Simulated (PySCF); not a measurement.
# One shape, several levels: triplet CH5BOSi

Wanted: a comparison of 6 runs (U-wB97X/def2-SVP, UB2PLYP/def2-SVP, UB3LYP/def2-SVP, UM06-2X/def2-SVP, UM06-L/def2-SVP, UTPSS/def2-SVP) of triplet CH5BOSi. The job is set up through a Python script.

The calculation is run with PySCF 2.14.0.

3 further runs of the same task are left out: 3 set aside as unsound or not needed. Runs told in other sessions of the task aren't counted.

## 1. The structure to begin with

CH5BOSi: 9 atoms, total charge 0, spin state triplet. As SMILES of the parent species, `B[SiH2]C=O`. The coordinates come from a PBE0-D4/def2-TZVP relaxation. That shape belongs to the parent species and isn't relaxed for this state.

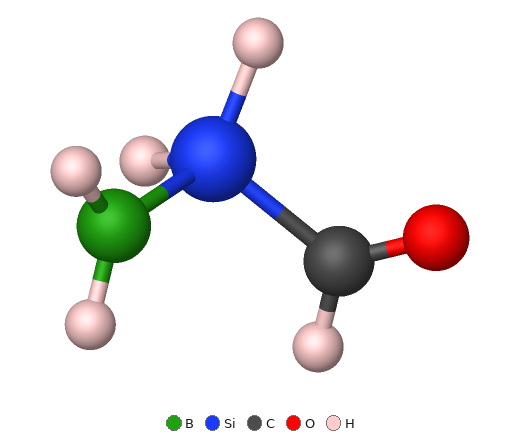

The structure, seen from a chosen angle (boron green, silicon blue, carbon dark grey, oxygen red, hydrogen pink).

## 2. A single-point energy at U-wB97X/def2-SVP (run 1)

File run.py:

```python
from pyscf import gto, dft

mol = gto.M(
    atom=[
    ('B', (-0.950100, 0.850000, -1.073100)),
    ('Si', (0.610800, -0.206000, -0.386500)),
    ('C', (0.330600, -0.553700, 1.494500)),
    ('O', (1.022800, -0.098400, 2.365800)),
    ('H', (-2.057600, 0.518200, -0.767000)),
    ('H', (-0.828800, 1.799400, -1.786900)),
    ('H', (1.958100, 0.387600, -0.570700)),
    ('H', (0.542000, -1.540900, -1.055900)),
    ('H', (-0.539200, -1.202400, 1.762900)),
],
    spin=2,
    max_memory=1860,
    verbose=3,
    basis='def2-svp',
)

mf = dft.UKS(mol, xc='wb97x')
mf.grids.level = 5
mf.conv_tol = 1e-10
mf.kernel()
if not mf.converged:
    mf = mf.newton().run(mf.mo_coeff, mf.mo_occ)

etot = mf.e_tot
print('E(%s) = %.9f' % ('WB97X', etot))
```

The run is started by

```sh
$ OMP_NUM_THREADS=1 python run.py
```

Output:

```text
<dir> SyntaxWarning: invalid escape sequence '\W'
  S = {(paw_set(r)[0], bool(re.search(r"spin_orbit\W+true|paw_fr", str((r.get("files") or {}).get("input") or "")) or re.search("(?i)spin.orbit\W+(value\W+)?(true|yes)|value\W+spin-orbit", json.dumps(r.get("inputs"), default=str)))) for r in records}

WARN: HOMO -0.101176203881834 >= LUMO -0.274740912044577

converged SCF energy = -430.265986197412  <S^2> = 2.0143652  2S+1 = 3.0095616
E(WB97X) = -430.265986197
```

It took 70 s on 1 thread of Arm Neoverse V1, shared host; peak memory 0.45 GiB.

## 3. A single-point energy at UB2PLYP/def2-SVP (run 2)

File input.py:

```python
from pyscf import gto, dft, mp

molecule = gto.Mole()
molecule.atom = '''
B     -1.795429     1.606267    -2.027865
Si     1.154245    -0.389284    -0.730379
C      0.624743    -1.046341     2.824196
O      1.932812    -0.185949     4.470714
H     -3.888300     0.979256    -1.449420
H     -1.566205     3.400373    -3.376752
H      3.700273     0.732458    -1.078467
H      1.024232    -2.911879    -1.995362
H     -1.018940    -2.272207     3.331398
'''
molecule.basis = 'def2-svp'
molecule.max_memory = 1860
molecule.verbose = 4
molecule.unit = 'bohr'
molecule.spin = 2
molecule.build()

myscf = dft.UKS(molecule, xc='0.53*HF + 0.47*B88, 0.73*LYP')
myscf.conv_tol = 1e-10
myscf.grids.level = 5
myscf.kernel()
if not myscf.converged:
    myscf = myscf.newton().run(myscf.mo_coeff, myscf.mo_occ)

pt = mp.MP2(myscf, frozen=8).run()
e_tot = myscf.e_tot + 0.27 * pt.e_corr
print('PT2 part  %.8f' % (0.27 * pt.e_corr))
print('E(%s) = %.9f' % ('B2PLYP', e_tot))
```

The run is started by

```sh
$ OMP_NUM_THREADS=1 python input.py
```

Output:

```text
<dir> SyntaxWarning: invalid escape sequence '\W'
  S = {(paw_set(r)[0], bool(re.search(r"spin_orbit\W+true|paw_fr", str((r.get("files") or {}).get("input") or "")) or re.search("(?i)spin.orbit\W+(value\W+)?(true|yes)|value\W+spin-orbit", json.dumps(r.get("inputs"), default=str)))) for r in records}

PySCF version 2.14.0

[... 60 lines left out ...]
WARN: HOMO -0.11091668522274 >= LUMO -0.27194815305021
[... 78 lines left out ...]
converged SCF energy = -429.879090296504  <S^2> = 2.0192178  2S+1 = 3.0127846
[... 1 line left out ...]
******** <class 'pyscf.mp.ump2.UMP2'> ********
nocc = (np.int64(12), np.int64(10)), nmo = (77, 77)
frozen orbitals 8
E(UMP2) = -430.441919604855  E_corr = -0.562829308350825
E(SCS-UMP2) = -430.440802537409  E_corr = -0.561712240904571
E_corr(same-spin) = -0.131172610518944
E_corr(oppo-spin) = -0.43165669783188
PT2 part  -0.15196391
E(B2PLYP) = -430.031054210
```

Wall time 59 s (1 thread of Arm Neoverse V1, shared host); peak memory 0.45 GiB.

Runs 3 to 5 aren't shown in full; the table further down has their settings and results.

## 4. A single-point energy at UTPSS/def2-SVP (run 6)

File input.py:

```python
from pyscf import gto, dft

mol = gto.M(
    atom=[
    ('B', (-0.950100, 0.850000, -1.073100)),
    ('Si', (0.610800, -0.206000, -0.386500)),
    ('C', (0.330600, -0.553700, 1.494500)),
    ('O', (1.022800, -0.098400, 2.365800)),
    ('H', (-2.057600, 0.518200, -0.767000)),
    ('H', (-0.828800, 1.799400, -1.786900)),
    ('H', (1.958100, 0.387600, -0.570700)),
    ('H', (0.542000, -1.540900, -1.055900)),
    ('H', (-0.539200, -1.202400, 1.762900)),
],
    basis='def2-svp',
    spin=2,
    max_memory=1860,
    verbose=3,
)

myscf = dft.UKS(mol, xc='tpss')
myscf.grids.level = 5
myscf.conv_tol = 1e-10
myscf.kernel()
if not myscf.converged:
    myscf = myscf.newton().run(myscf.mo_coeff, myscf.mo_occ)

e_tot = myscf.e_tot
print('Final energy', e_tot)
```

The run is started by

```sh
$ OMP_NUM_THREADS=1 python input.py
```

Output:

```text
<dir> SyntaxWarning: invalid escape sequence '\W'
  S = {(paw_set(r)[0], bool(re.search(r"spin_orbit\W+true|paw_fr", str((r.get("files") or {}).get("input") or "")) or re.search("(?i)spin.orbit\W+(value\W+)?(true|yes)|value\W+spin-orbit", json.dumps(r.get("inputs"), default=str)))) for r in records}

WARN: HOMO -0.1723843572578 >= LUMO -0.289135137261382

WARN: HOMO -0.155529440439955 >= LUMO -0.178733347681263

WARN: HOMO -0.138090195225586 >= LUMO -0.150258223410415

WARN: HOMO -0.142603136097132 >= LUMO -0.226753533289037

WARN: HOMO -0.137378826908506 >= LUMO -0.221412752972461

WARN: HOMO -0.143931002517147 >= LUMO -0.218489366289147

WARN: HOMO -0.142322210631786 >= LUMO -0.216151560994344

WARN: HOMO -0.141659969823666 >= LUMO -0.213602268534903

WARN: HOMO -0.141689214942829 >= LUMO -0.211725142301078

WARN: HOMO -0.141302615820853 >= LUMO -0.210947681418291

WARN: HOMO -0.14160031278118 >= LUMO -0.211403061913996

WARN: HOMO -0.14161822999702 >= LUMO -0.211511328783495

WARN: HOMO -0.14163355088053 >= LUMO -0.211524942721633

WARN: HOMO -0.141631443137658 >= LUMO -0.211521631785614

WARN: HOMO -0.141632300113219 >= LUMO -0.211523078296336

WARN: HOMO -0.141632084526151 >= LUMO -0.211522516827417

WARN: HOMO -0.141632040274301 >= LUMO -0.211522616786068

converged SCF energy = -430.382228189798  <S^2> = 2.0086127  2S+1 = 3.0057363
Final energy -430.3822281897981
```

Wall time 1.8 min (1 thread of Arm Neoverse V1, shared host); peak memory 0.5 GiB.

## 5. All runs side by side

| run | level | frozen core orbitals | energy (Eh) | dipole moment (D) | HOMO energy (eV) | ⟨S²⟩ | wall time |
| --- | --- | --- | --- | --- | --- | --- | --- |
| 1 | U-wB97X/def2-SVP | – | -430.265986 | 1.48 | -6.58 | 2.014 | 70 s |
| 2 | UB2PLYP/def2-SVP | 8 | -430.031054 | 1.38 | -5.55 | 2.019 | 59 s |
| 3 | UB3LYP/def2-SVP | – | -430.343265 | 1.07 | -4.39 | 2.013 | 47 s |
| 4 | UM06-2X/def2-SVP | – | -430.221577 | 1.25 | -5.44 | 2.014 | 2.1 min |
| 5 | UM06-L/def2-SVP | – | -430.304779 | 1.26 | -3.86 | 2.011 | 1.9 min |
| 6 | UTPSS/def2-SVP | – | -430.382228 | 1.52 | -3.85 | 2.009 | 1.8 min |

## 6. What came out

| quantity | value |
| --- | --- |
| run 6: total energy | -430.38223 Eh |
| run 6: dipole moment | 1.52 D |
| run 6: HOMO energy (highest over α and β) | -3.85 eV |
| run 6: ⟨S²⟩ | 2.009 |

In words: The dipole moment (its size) runs from 1.07 D (UB3LYP/def2-SVP) to 1.52 D (UTPSS/def2-SVP). Totals of different functionals can't be ranked against each other. All runs together took 8.7 min, the longest 2.1 min.
